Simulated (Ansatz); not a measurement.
## Electronic structure of C₂H₅Al in real space

Input file:

```
crystal:
  periodic: [false, false, false]
  atoms:
    - { symbol: C, position_ang: [-1.0345, 0.8171, -0.3482] }
    - { symbol: C, position_ang: [0.1387, 0.6499, 0.1201] }
    - { symbol: Al, position_ang: [0.8671, -1.1635, 0.2428] }
    - { symbol: H, position_ang: [-1.6284, 0.0455, -0.696] }
    - { symbol: H, position_ang: [-1.4733, 1.8645, -0.4414] }
    - { symbol: H, position_ang: [0.7464, 1.5084, 0.447] }
    - { symbol: H, position_ang: [2.3989, -1.3722, 0.8425] }
    - { symbol: H, position_ang: [0.0771, -2.4069, -0.2226] }
basis:
  gaussian: { orbitals: cc-pVDZ }
hamiltonian:
  xc: hf
relax:
  f_tol: 0.015
  max_steps: 40
output:
  orbitals: {}
```

Run with:

```sh
ansatz run input.yaml --threads 1 --pin off --max-ram 2048MiB --backend cpu --events-out ev --progress --plain --runs-dir out
```

The fields are those of the relaxed geometry.

Theory: RHF/cc-pVDZ in Ansatz 0.2.0.

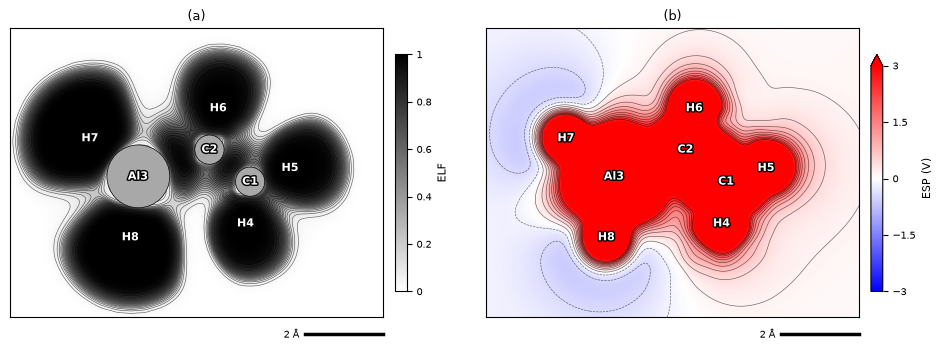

Figure 1. (a) ELF; (b) molecular electrostatic potential on the molecular plane. Grey discs cover the atomic cores in the ELF map.

### What do the fields say about this system?

- The plane passes through C, Al and H nuclei.
- C–C (1.34 Å): the ELF peaks at about 0.95 between the atoms: a multiple bond.
- C–Al (1.96 Å): the ELF peaks at about 1 between the atoms; a polar covalent bond.
- C–H (1.09 Å): the ELF climbs to about 1 towards the hydrogen, as it does in any bond to H; an ordinary covalent bond to hydrogen.
- Al–H (1.59 Å): the ELF climbs to about 1 towards the hydrogen.
- Outside the dense part of the molecule the potential is most negative (−0.6 V) near H8.

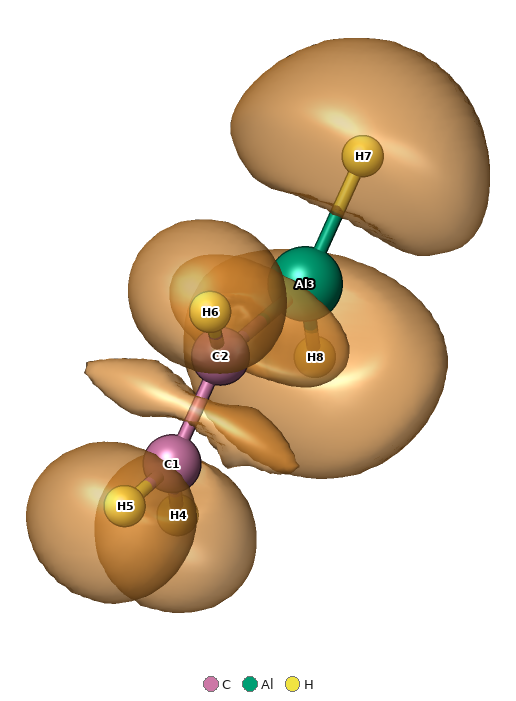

Figure 2. Isosurface of the electron localisation function at 0.8 (orange), seen at an oblique angle. Core shells and regions of very low density are left out.

### Describe the localisation domains.

The ELF exceeds this value in one region between bonded Al–C atoms (shared pairs), one region between bonded C–C atoms (shared pairs), four regions around hydrogen nuclei and one region wrapped around H (its valence shell).

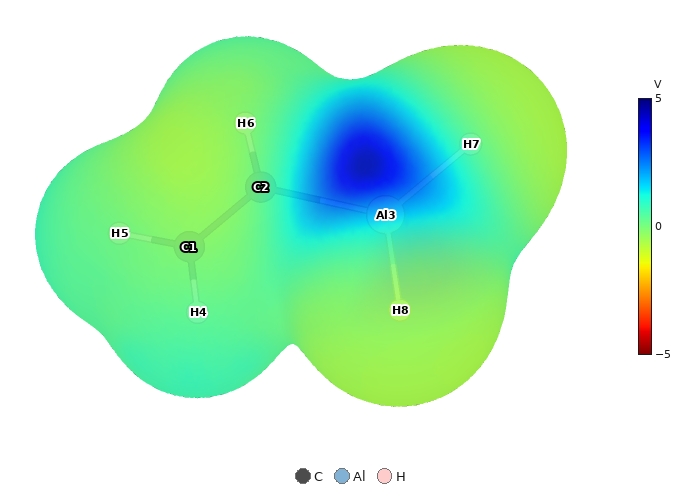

Figure 3. The molecular electrostatic potential painted on the density surface at 0.002 e/bohr³, seen at a tilt; the colour scale runs from red (negative) to blue (positive).

### Which sites attract a positive test charge, and which a negative one?

A positive charge is drawn to the negative regions and a negative charge to the positive ones. The most negative region (about −0.6 V) lies over C1, C2, H7 and H8, the most positive (about +4.2 V) over Al3.

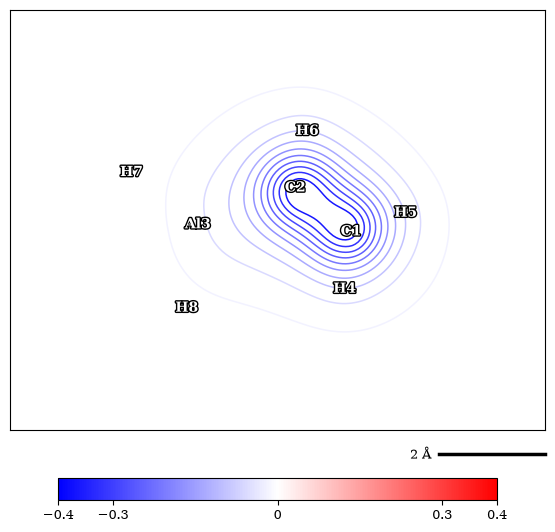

Figure 4. The HOMO on a plane 0.8 Å above the molecular plane (values in Å⁻³ᐟ²; the overall sign is arbitrary).

### What is the character of this orbital?

Its weight (Hirshfeld) is mainly on C2 (about 45 %) and C1 (about 40 %); it changes sign across the molecular plane (π type); π-bonding across C1–C2. Its energy is −10.29 eV.
